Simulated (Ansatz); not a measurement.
## Electronic structure of CH3AlF2O (SMILES O[C](F)(F)[AlH2]) in real space

Input

```
crystal:
  periodic: [false, false, false]
  atoms:
    - {symbol: O, position_ang: [-0.296307, 1.197512, 0.848137]}
    - {symbol: C, position_ang: [0.437224, 0.147772, 0.390062]}
    - {symbol: F, position_ang: [0.750332, -0.681011, 1.443520]}
    - {symbol: F, position_ang: [1.663715, 0.603458, -0.037644]}
    - {symbol: Al, position_ang: [-0.623252, -0.772807, -1.062785]}
    - {symbol: H, position_ang: [0.195380, 1.653864, 1.547917]}
    - {symbol: H, position_ang: [-0.432295, -0.269785, -2.547225]}
    - {symbol: H, position_ang: [-1.602596, -1.936102, -0.637683]}
basis:
  gaussian: {orbitals: def2-TZVPP}
hamiltonian: {xc: pbe0, dispersion: d4}
output: {orbitals: {seedname: orbitals}}
```

Run with:

```sh
ansatz run in.yaml --threads 2 --pin off --events-out ev --progress --plain --max-ram 4352MiB
```

Geometry: PBE0-D4/def2-TZVP.

All numbers below come from RKS PBE0-D4/def2-TZVPP (Ansatz 0.2.0).

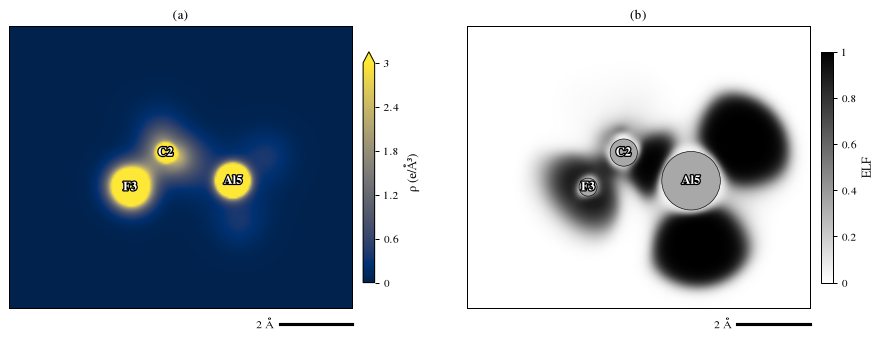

Figure 1. (a) total electron density; (b) electron localisation function on the plane of atoms F3, C2 and Al5. Grey discs cover the atomic cores in the ELF map.

Q: Read the bonding off the picture.

A: The plane passes through C, F and Al nuclei. C–F (1.38 Å): ρ is about 2.1 e/Å³ halfway, with its minimum of 1.7 e/Å³ about 0.5 Å from C; the ELF peaks at about 0.85 between the atoms (a shared but strongly polarised pair). C–Al (2.02 Å): ρ at the midpoint is about 0.72 e/Å³; the ELF peaks at about 1 between the atoms; a shared but strongly polarised pair. The ELF also peaks beside F3, away from the bonds: lone-pair regions.

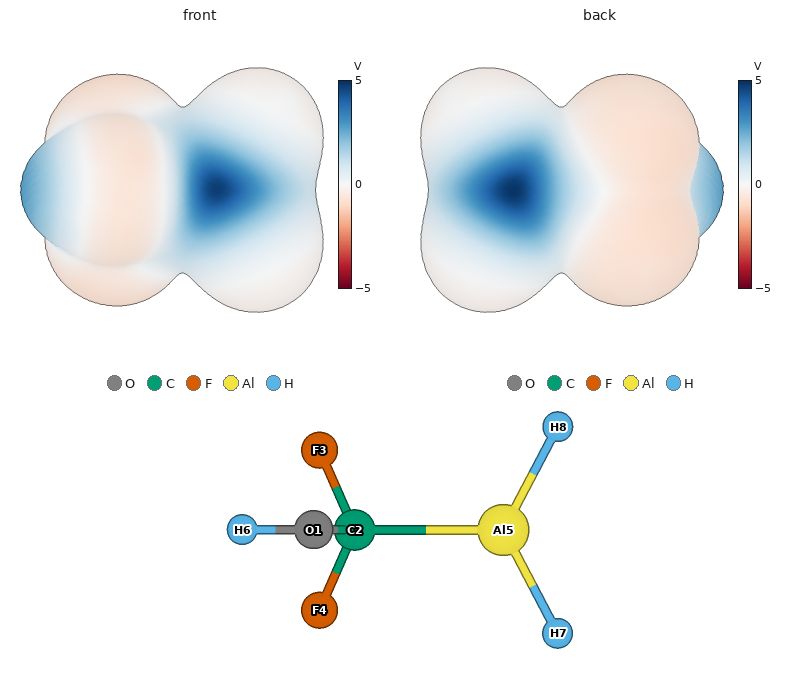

Figure 2. The electrostatic potential painted on the density surface at 0.002 e/bohr³, seen from the front and from behind; the colour scale runs from red (negative) to blue (positive). The bare structure is drawn below in the same view.

Q: Where is the surface potential most negative and most positive?

A: The most negative region (about −0.8 V) lies over F3 and F4, the most positive (about +4.6 V) over Al5.

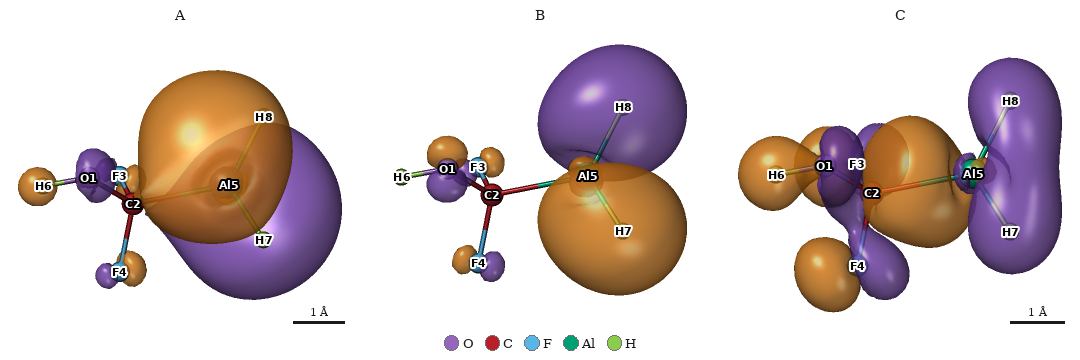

Figure 3. Three frontier orbitals at ±0.08 Å⁻³ᐟ² (orange and purple are the two phases), in no order.

Q: Which picture is the HOMO−1, the HOMO and the LUMO?

A: B is the HOMO−1 (−8.94 eV). By Hirshfeld shares it lies mainly on Al5 (about 35 %), H7 (about 30 %) and H8 (about 30 %). C is the HOMO (−8.47 eV). It lies mainly on C2 (about 30 %), Al5 (about 20 %), F4 (about 15 %), F3 (about 15 %), O1 (about 5 %), H7 (about 5 %) and H8 (about 5 %). A is the LUMO (−1.87 eV). It lies mainly on Al5 (about 80 %).

Q: What is the HOMO–LUMO gap?

A: 6.60 eV between the orbital energies.
